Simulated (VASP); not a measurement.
Data:

```yaml
crystal:
  lattice:
    - [0.00000, 2.72696, 2.72696]
    - [2.72696, 0.00000, 2.72696]
    - [2.72696, 2.72696, 0.00000]
  atoms:
    - { symbol: B, position: [0.00000, 0.00000, 0.00000] }
    - { symbol: Bi, position: [0.25000, 0.25000, 0.25000] }
```

Computed with PBEsol GGA, VASP's PBE PAW potentials (set 64) (plane waves; VASP 6.6.1). Run with 520 eV cut-off, 9×9×9 Γ-centred mesh, tetrahedra with Blöchl corrections, potentials B Bi_d.

Unless said otherwise, spin-orbit coupling is left out, though it shifts the bands of the heavy elements here.

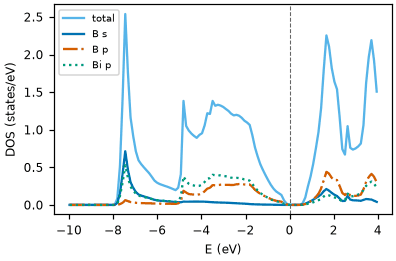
Fig. 1. Total and projected density of states, zero at the valence-band maximum

Within 2 eV below the valence-band maximum the largest weight inside VASP's projection spheres is Bi p, then B p.

The gap is direct, 0.45 eV, from the valence maximum at Γ to the conduction minimum at Γ.

The structure was generated: BBi was put into the zinc blende type (F-43m), which need not be its known phase. It was relaxed first, which changed the volume by +5 %.
